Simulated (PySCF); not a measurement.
Input

```
{"job": {"kind": "uv", "xc": "B3LYP", "basis": "def2-SVPD", "nstates": 8, "ntriplets": 3}, "charge": 0, "multiplicity": 1}
Si     2.621232    -1.011069    -0.829468
O      1.295080    -0.553876    -0.025775
C      0.379586     0.462953    -0.316110
C     -0.719836     0.466571     0.716799
C     -1.911071    -0.426439     0.542679
C     -2.055994     1.054963     0.378746
H      2.302363    -1.398719    -2.208714
H      3.030083    -2.122909     0.010695
H      3.608708     0.072650    -0.895502
H     -0.042881     0.307605    -1.317015
H      0.899781     1.431226    -0.316047
H     -0.347539     0.604361     1.724175
H     -1.957764    -1.043105    -0.341898
H     -2.333336    -0.892204     1.419632
H     -2.578297     1.611715     1.141495
H     -2.197714     1.445221    -0.617959
```

Launched as:

```sh
OMP_NUM_THREADS=1 python probes_run.py task.json out
```

Geometry: GFN2-xTB.

All numbers below come from B3LYP/def2-SVPD, SCF density, gas phase in PySCF 2.14.0.

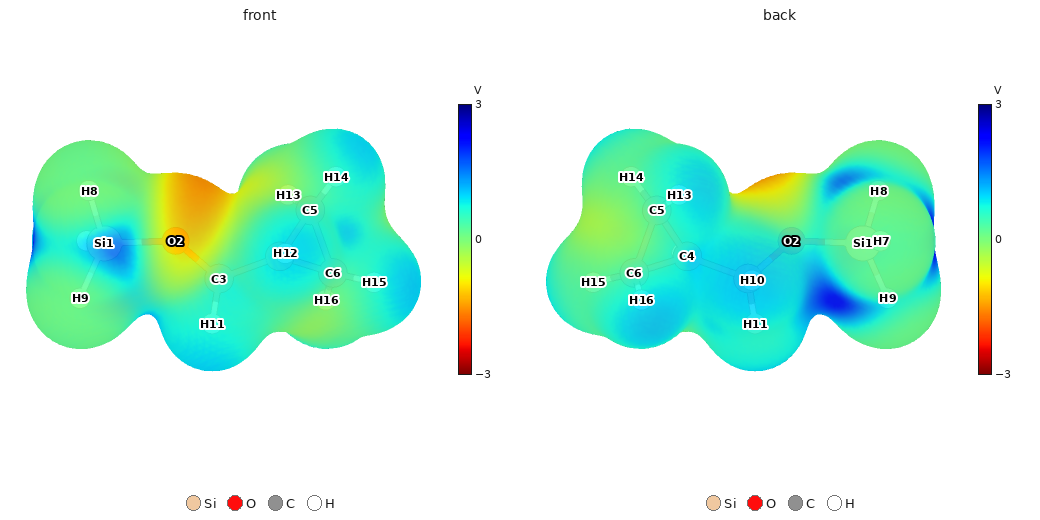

C₄H₁₀OSi (SMILES [SiH3]OCC1CC1). The molecular electrostatic potential painted on the density surface at 0.004 e/bohr³, seen from the front and from behind; red is negative and blue positive.

> Which sites attract a positive test charge, and which a negative one?

A positive charge is drawn to the negative regions and a negative charge to the positive ones. The most negative region (about −1.5 V) lies over O2, the most positive (about +2.3 V) over Si1. O2 is the likeliest acceptor of a hydrogen bond.

> How polar is the molecule by this calculation?

Its dipole moment is 0.99 D.
